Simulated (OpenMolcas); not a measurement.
# Multiconfigurational calculation for Mo⁵⁺ complex

Mo⁵⁺ with 6 ligands (O and Cl; tetragonal octahedron, 1.99 Å), neutralised by 6 outer point charges of +0.83 e, whose field is part of the energies. Computed at this level: state-averaged SS-CASPT2, IPEA shift 0.25, imaginary shift 0.1 hartree, closed shells 4s 4p of the metal and the valence shells of the ligands correlated, active space 1 electron in the shell 4d, basis ANO-RCC-VTZP on the metal and ANO-RCC-VDZP on the ligands, DKH2 scalar Hamiltonian, spin-orbit coupling by RASSI with atomic mean-field integrals (OpenMolcas).

Key numbers:

- outcome: converged
- energy of the lowest spin-free term: −5270.18272 hartree
- energy of the lowest spin-orbit level: −5270.18445 hartree
- CASPT2 correlation energy: −1.7978 hartree
- largest spread among components of a term: 0.0 cm⁻¹
- lowest reference weight: 0.590
- hardware: 1 thread of Arm Neoverse V1, 24 GiB of memory available, shared host
- wall time: 19 s
- peak memory: 0.4 GiB

Remarks:

Caveats: covalent bonds, ligand orbitals missing from the active space; bare point charges leave oxide and sulfide ligands too diffuse, field too small; distances are set from ionic radii, not optimised.

The input:
```
&GATEWAY
Coord
7

Mo 0.0 0.0 0.0
O 1.990000 0.000000 0.000000
O 0.000000 1.990000 0.000000
O -1.990000 0.000000 0.000000
O 0.000000 -1.990000 0.000000
Cl 0.000000 0.000000 2.228800
Cl 0.000000 0.000000 -2.228800
Basis=Mo.ANO-RCC-VTZP,Cl.ANO-RCC-VDZP,O.ANO-RCC-VDZP
Group=XYZ
NoMove
AngMom=0.0 0.0 0.0
AMFI
RICD
XField
3 Angstrom 0
5.190000 0.000000 0.000000 0.833333
0.000000 5.190000 0.000000 0.833333
0.000000 0.000000 5.428800 0.833333
&SEWARD
&RASSCF
FileOrb=start.orb
Symmetry=1
Spin=2
nActEl=1 0 0
Inactive=28 28
Ras2=5 0
CIRoot=5 5 1
SDav=5
CIMx=300
Iter=150 100
PrWF=0.3
OrbListing=Nothing
MaxOrb=0
LevShft=1.0
>>> COPY $Project.JobIph JOB001
&RASSI
NrOfJobIphs=1 5
1 2 3 4 5
IphNames
JOB001
EJob
SpinOrbit
DIPRint=1.0
SOCoupling=1000.0
Subsets=2
Property=9
'ANGMOM' 1 'ANGMOM' 2 'ANGMOM' 3 'MLTPL  1' 1 'MLTPL  1' 2 'MLTPL  1' 3
'AMFI' 1 'AMFI' 2 'AMFI' 3
SOProperty=3
'ANGMOM' 1 'ANGMOM' 2 'ANGMOM' 3
>>> COPY JOB001 $Project.JobIph
&CASPT2
Multistate=5 1 2 3 4 5
NoMult
Frozen=15 13
IPEA=0.25
Imaginary=0.1
MaxIter=60
WThr=0.0 0.3 0.05
PrWF=0.5
NoMix
```

The file start.orb holds starting orbitals from an earlier step. A driver script formed the levels outside the program, from RASSI's spin-orbit matrix and the CASPT2 energies (for multi-state variants, the effective Hamiltonian), averaged over the components of each term or state. The log and the time are those of the CASPT2 step.

Run as:
```bash
OMP_NUM_THREADS=1 MOLCAS_MEM=2457 MOLCAS_PROJECT=a pymolcas a.inp > a.log  # once for each step of the input, in one work folder
```

Log (extracts):
```
--- CASPT2 ---
Orbital specifications:
      -----------------------

      Symmetry species                           1   2
                                                ag  au
      Frozen orbitals                           15  13
      Inactive orbitals                         13  15
      Active orbitals                            5   0
      Secondary orbitals                        49  50
      Deleted orbitals                           0   0
      Number of basis functions                 82  78
Type of calculation                        SS-CASPT2
      Fock operator                              state-specific
      IPEA shift                                 0.25
      Real shift                                 0.00
      Imaginary shift                            0.10
      The input orbitals will be transformed to quasi-canonical
Reference energy:       -5268.3849553205
      E2 (Non-variational):      -1.7944930839
      Shift correction:          -0.0032690832
      E2 (Variational):          -1.7977621671
      Total energy:           -5270.1827174875
      Residual norm:              0.0000008361
      Reference weight:           0.60114
      Contributions to the CASPT2 correlation energy
      Active & Virtual Only:         -0.0000000016
      One Inactive Excited:          -0.0905041162
      Two Inactive Excited:          -1.7039889661
Reference energy:       -5268.3849553203
      E2 (Non-variational):      -1.7944932418
      Shift correction:          -0.0032690860
      E2 (Variational):          -1.7977623278
      Total energy:           -5270.1827176481
      Residual norm:              0.0000008361
      Reference weight:           0.60114
      Contributions to the CASPT2 correlation energy
      Active & Virtual Only:         -0.0000000016
      One Inactive Excited:          -0.0905042823
      Two Inactive Excited:          -1.7039889579
::    CASPT2 Root  1     Total energy:  -5270.18271749
::    CASPT2 Root  2     Total energy:  -5270.18271765
::    CASPT2 Root  3     Total energy:  -5270.14562742
::    CASPT2 Root  4     Total energy:  -5270.12437314
::    CASPT2 Root  5     Total energy:  -5270.00778029
```

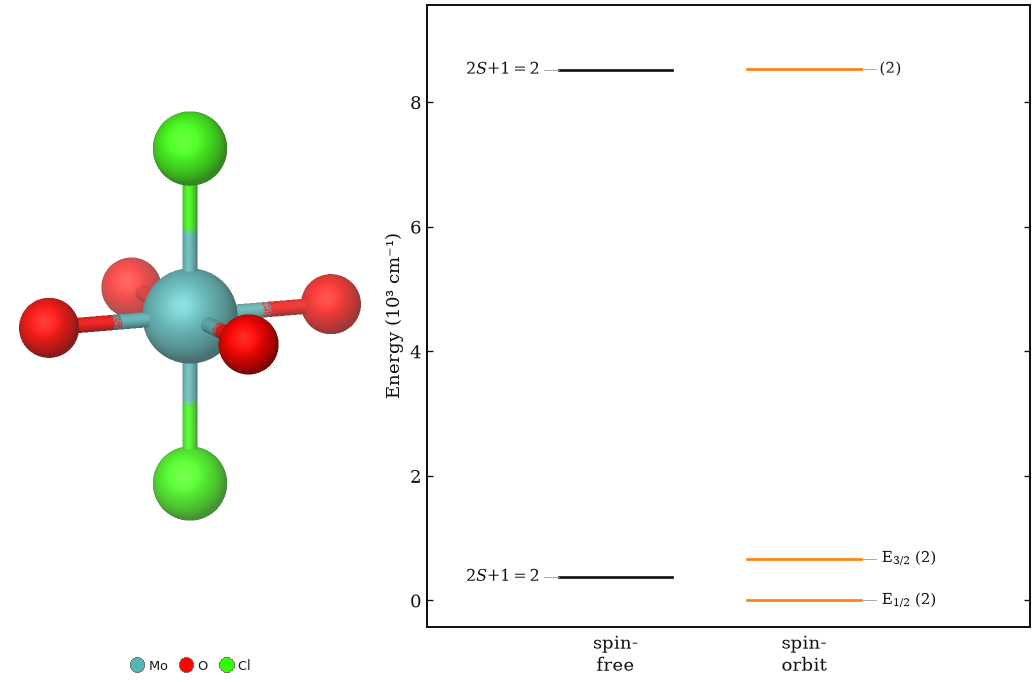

**Figure 1.** Mo⁵⁺ (4d) with 6 ligands, O²⁻ with axial Cl⁻, at 1.99 Å (arrangement: tetragonal octahedron, D4h), axial distortion 1.12, neutralised by outer point charges of +0.83 e, and its levels. Labels give the representation in O, Td, D4 or D3 as the site allows (double group for half-integer spin) where it could be assigned and, in brackets, the degeneracy; spin-free states, where drawn, share the zero of the spin-orbit levels. The ground level is E₁/₂, a Kramers doublet, 100 % from states of spin multiplicity 2. Its principal g values are 0.15, 0.15 and 0.44, easy-axis. The next level lies at 674 cm⁻¹ (E₃/₂).
